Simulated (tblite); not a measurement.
# C3H11FN2Si2: the cost of one run

Computed with tblite 0.8.0 and PySCF 2.14.0, with density-fitted response routines of our own, on a single molecule in the gas phase. Atoms count from 0, in the outputs and in this text.

## Step 1: The starting structure

19 atoms, charge 0, multiplicity 1; geometry from: force field or distance geometry start.

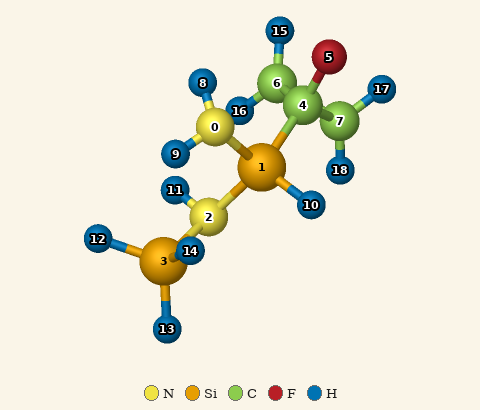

As it starts; nitrogen yellow, silicon amber, carbon green, fluorine red, hydrogen blue, atoms numbered.

## Step 2: Relaxing the molecule with GFN2-xTB

The job: settings as JSON, then the geometry in Å.

```
{"job": {"kind": "relax", "xc": "GFN2-xTB", "basis": "xTB"}, "charge": 0, "multiplicity": 1}
N      1.002800    -1.710000     0.779400
Si     0.328500    -0.031800     0.811300
N      1.005100     0.815400    -0.578300
Si     2.771200     0.533500    -0.565500
C     -1.501300    -0.188300     0.857200
F     -1.965900    -1.158400     1.730800
C     -2.327700    -0.035600    -0.395300
C     -2.393100     1.008200     0.722500
H      0.300100    -2.312700     0.306200
H      1.918200    -1.723700     0.294900
H      0.746300     0.590100     2.077500
H      0.658800     0.409400    -1.487000
H      3.156500    -0.371900    -1.633800
H      3.470300     1.808900    -0.650100
H      3.164000    -0.143400     0.700400
H     -3.145700    -0.783400    -0.465400
H     -1.889200     0.386500    -1.315500
H     -3.350500     0.920700     1.296200
H     -1.958100     1.995800     0.537500
```

Launch:

```sh
$ OMP_NUM_THREADS=1 python probes_run.py task.json out
```

This one command runs all jobs of the session in turn.

**Question.** How long does this first job take on 1 thread of Arm Neoverse N1, shared host, and how much memory does it need?

About 1.8 s, with a peak of 0.18 GiB.
